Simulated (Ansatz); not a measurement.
# CH₂AlN: what the fields show

```xyz
5

C    -2.0837    2.0553    0.3209
Al   -0.4442    1.0457    0.6395
N    -3.0729    2.6619    0.1302
H     0.2262    0.3417   -0.6087
H     0.1009    1.0011    2.1241
```

Geometry: BLYP-D3(BJ)/def2-SVP.

Level of theory: isolated molecule in a Gaussian basis; Kohn-Sham density functional theory, functional PBE0 (Ansatz).

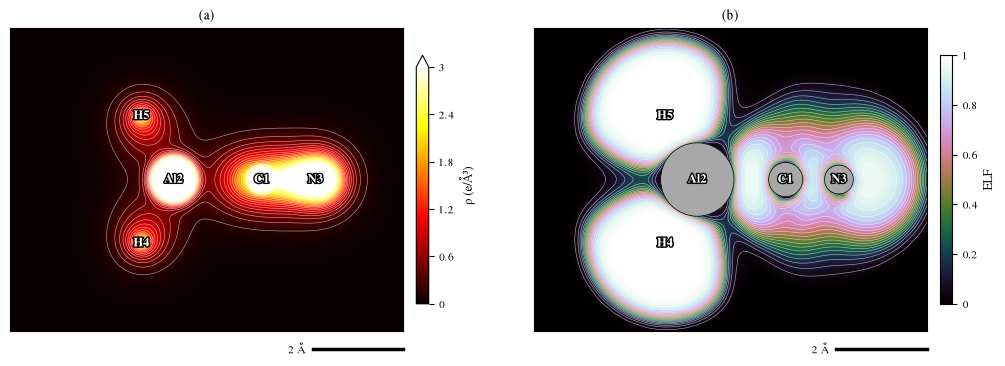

Figure 1. (a) electron density; (b) electron localisation function on the molecular plane. Grey discs cover the atomic cores in the ELF map.

> What does the map show?

The section cuts through C, Al, N and H sites. C–N (1.18 Å): the density is about 3.6 e/Å³ at the midpoint; the ELF peaks at about 0.85 between the atoms; a short, multiple covalent bond. C–Al (1.95 Å): ρ at the midpoint is about 0.68 e/Å³; the ELF peaks at about 0.95 between the atoms (a shared but strongly polarised pair). Al–H (1.58 Å): the density is about 0.57 e/Å³ at the midpoint; the ELF climbs to about 1 towards the hydrogen. The ELF also peaks beside N3, away from the bonds: lone-pair regions.

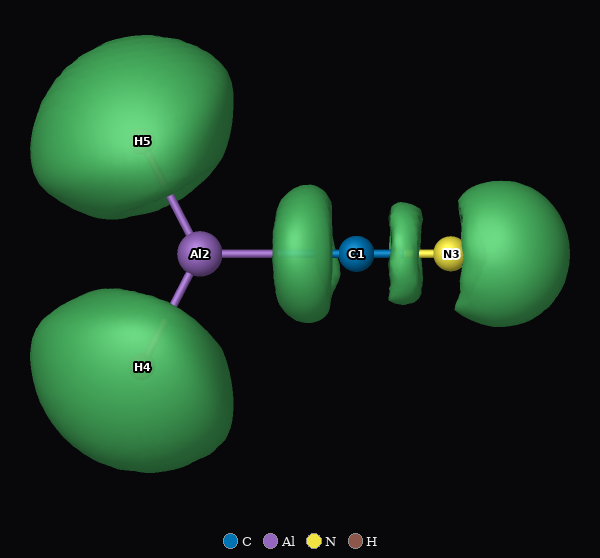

Figure 2. Isosurface of the ELF at 0.8 (green), seen across its widest extent. Only the valence region is drawn (cores and ρ < 0.01 e/Å³ removed).

> Identify the bonds, lone pairs and shells in this picture.

At this value the surface marks out one region between bonded C–N atoms (shared pairs), two regions around hydrogen nuclei, one lobe of the valence shell of C pointing towards Al (polar bonds) and one lobe on N, pointing away from the bonds (lone pairs).

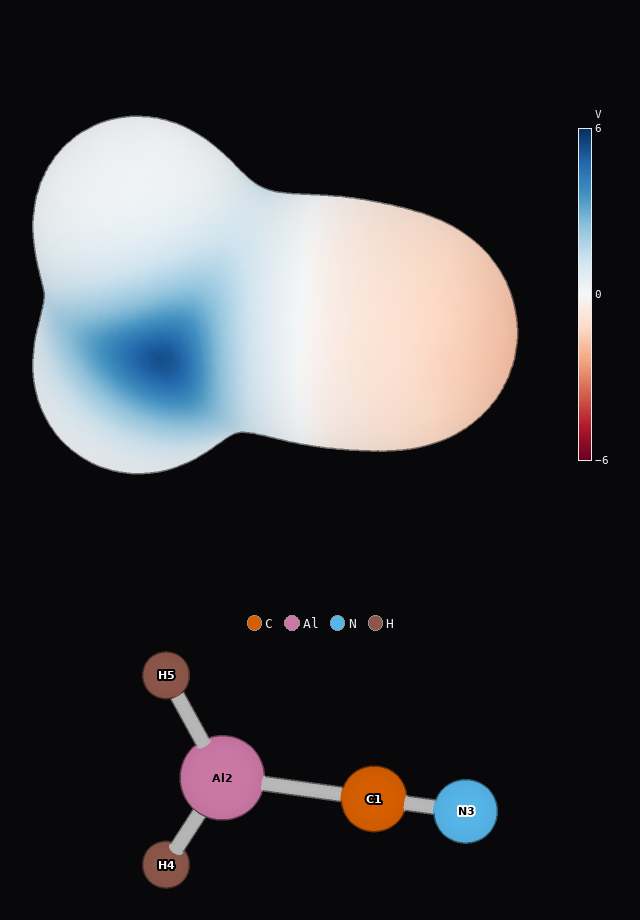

Figure 3. The electrostatic potential painted on the density surface at 0.002 e/bohr³, seen at a tilt; the colour scale runs from red (negative) to blue (positive). The bare structure is drawn below in the same view.

> Which sites attract a positive test charge, and which a negative one?

A positive charge is drawn to the negative regions and a negative charge to the positive ones. The most negative region (about −1.7 V, or −39 kcal/mol for a unit charge) lies over N3, the most positive (about +5.1 V, or +118 kcal/mol for a unit charge) over Al2. N3 is the likeliest acceptor of a hydrogen bond.
